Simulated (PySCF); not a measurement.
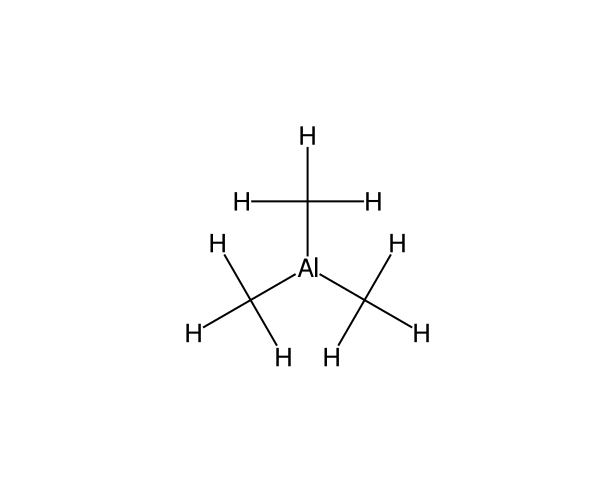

2D structure.

Transcribe the drawing into SMILES.

Answer. [CH3][Al]([CH3])[CH3]

Give the formula, hydrogens included.

Answer. C3H9Al.

The parts below concern this one geometry. Atoms keep their numbers from picture to picture. The geometry was computed by an optimisation with PBE0-D3(BJ)/def2-SVP. No frequency run is at hand to confirm it as a minimum.

### Geometry

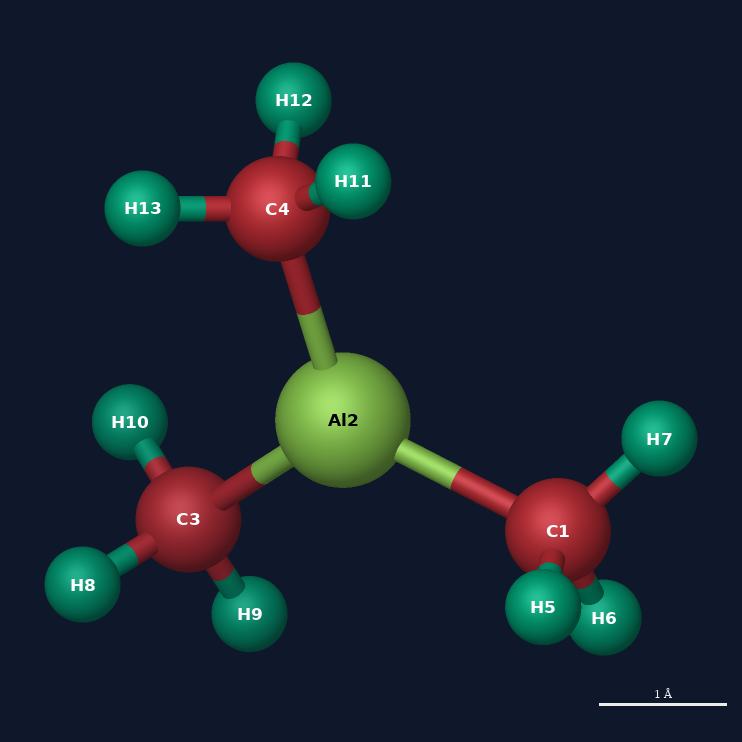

The atoms are numbered. No frequency run is at hand to confirm it as a minimum.

Describe the coordination of atom 1.

Answer. C1 has 4 neighbours (Al2 at 1.96, H5 at 1.11, H6 at 1.10, H7 at 1.10 Å); the arrangement is tetrahedral.

Describe the coordination of atom 2.

Answer. Al2 has 3 neighbours (C1 at 1.96, C3 at 1.96, C4 at 1.96 Å); the arrangement is trigonal planar.

Describe the coordination of atom 3.

Answer. C3 has 4 neighbours (Al2 at 1.96, H8 at 1.11, H9 at 1.10, H10 at 1.10 Å); the arrangement is tetrahedral.

Describe the coordination of atom 4.

Answer. C4 has 4 neighbours (Al2 at 1.96, H11 at 1.10, H12 at 1.11, H13 at 1.10 Å); the arrangement is tetrahedral.

### Polarisability

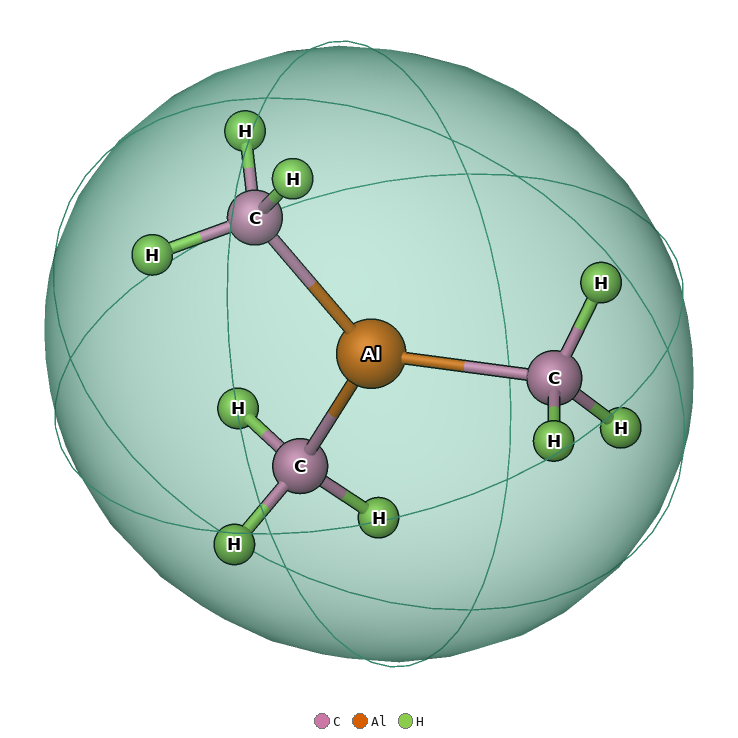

The ellipsoid shows the static dipole polarisability: its half-axes are proportional to the principal values. No frequency run is at hand to confirm it as a minimum. Level of theory: CAM-B3LYP/def2-SVPD in water (IEF-PCM) (PySCF 2.14.0).

How large and how anisotropic is the polarisability?

Answer. Principal values 76.7, 91.1, 92.1 bohr³; mean 86.6 bohr³ (12.84 Å³); anisotropy 14.9 bohr³, so the longest axis is 1.20 times the shortest.

### NMR shielding

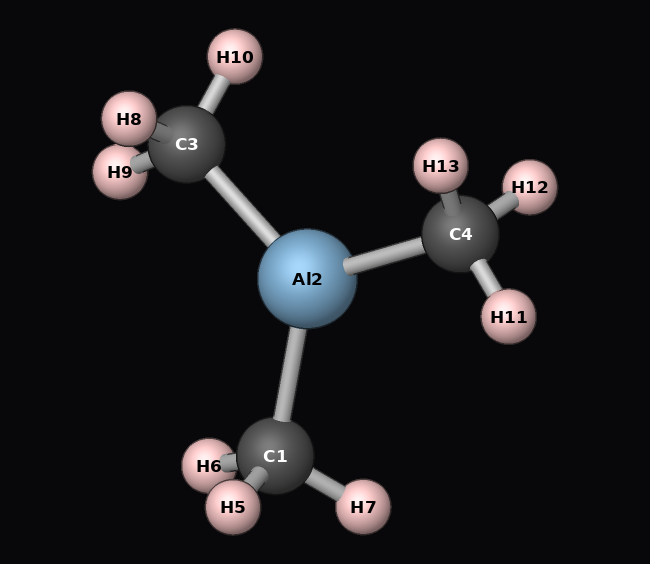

No frequency run is at hand to confirm it as a minimum. Properties computed with GIAO PBE0/pcSseg-1 NMR shielding, non-relativistic, IEF-PCM water (PySCF 2.14.0). Principal shieldings σ11 ≤ σ22 ≤ σ33, span Ω = σ33 − σ11, skew κ = 3(σiso − σ22)/Ω.

Give the shielding tensors of the C atoms.

```json
{"atom": "C1", "σ11": "185.8", "σ22": "191.9", "σ33": "199.9", "σiso": "192.5", "Ω": "14.1", "κ": "0.13"}
{"atom": "C3", "σ11": "186.0", "σ22": "193.3", "σ33": "199.9", "σiso": "193.1", "Ω": "13.9", "κ": "−0.05"}
{"atom": "C4", "σ11": "185.8", "σ22": "193.9", "σ33": "200.3", "σiso": "193.3", "Ω": "14.4", "κ": "−0.12"}
```

Shieldings and span in ppm.

### Quadrupole coupling

No frequency run is at hand to confirm it as a minimum. Electric field gradients from the ground-state density, PBE0/pcSseg-1 in dichloromethane (IEF-PCM) (PySCF 2.14.0), non-relativistic apart from any core potentials.

Give the largest field-gradient component, the quadrupole coupling constant and the asymmetry for 27Al at Al2 (Q = 146.6 mb), 2H at H5 (Q = 2.86 mb), 2H at H6 (Q = 2.86 mb), 2H at H7 (Q = 2.86 mb), 2H at H8 (Q = 2.86 mb).

| atom | V_zz (a.u.) | e²qQ/h (MHz) | η |
| --- | --- | --- | --- |
| Al2 | 1.468 | 50.6 | 0.01 |
| H5 | 0.298 | 0.200 | 0.03 |
| H6 | 0.303 | 0.204 | 0.05 |
| H7 | 0.301 | 0.202 | 0.04 |
| H8 | 0.298 | 0.200 | 0.03 |

### Charges

The questions are on Mulliken charges. No frequency run is at hand to confirm it as a minimum. Method: PBE0/pcSseg-1 in dichloromethane (IEF-PCM) (PySCF 2.14.0).

Give the Mulliken charges atom by atom.

| atom | value (e) |
| --- | --- |
| C1 | −0.74 |
| Al2 | 1.04 |
| C3 | −0.74 |
| C4 | −0.74 |
| H5 | 0.13 |
| H6 | 0.13 |
| H7 | 0.13 |
| H8 | 0.13 |
| H9 | 0.13 |
| H10 | 0.13 |
| H11 | 0.13 |
| H12 | 0.13 |
| H13 | 0.13 |

Mulliken values depend strongly on the basis set and can even reverse the polarity of a bond.
